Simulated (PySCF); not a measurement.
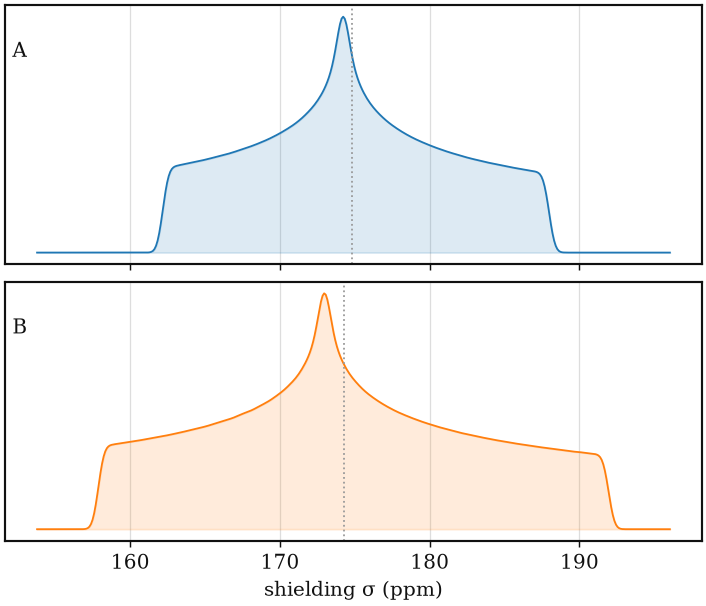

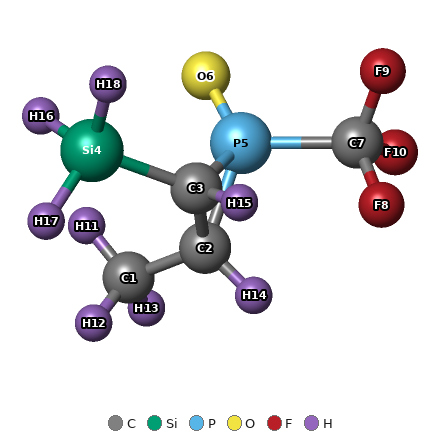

Static powder patterns (¹³C) from GIAO shielding tensors of C₄H₈F₃OPSi, SMILES C[C@@H]1[C@H]([SiH3])[P@@]1(=O)C(F)(F)F, PBE0/pcSseg-1 (IEF-PCM tetrahydrofuran) in PySCF, at a PBE0-D3(BJ)/def2-SVP geometry (no frequency check); absolute shielding, one fixed geometry of the isolated molecule without any motion, no dipolar terms. The dotted line is the isotropic value; skew is 3(σiso − σ22)/span.

The patterns belong to C1 and C3, from the top. Give the principal values, span and skew.

C1: σ11, σ22, σ33 = 162, 174, 188 ppm, isotropic 175, span 26 ppm, skew 0.07; C3: σ11, σ22, σ33 = 158, 173, 192 ppm, isotropic 174, span 34 ppm, skew 0.11.
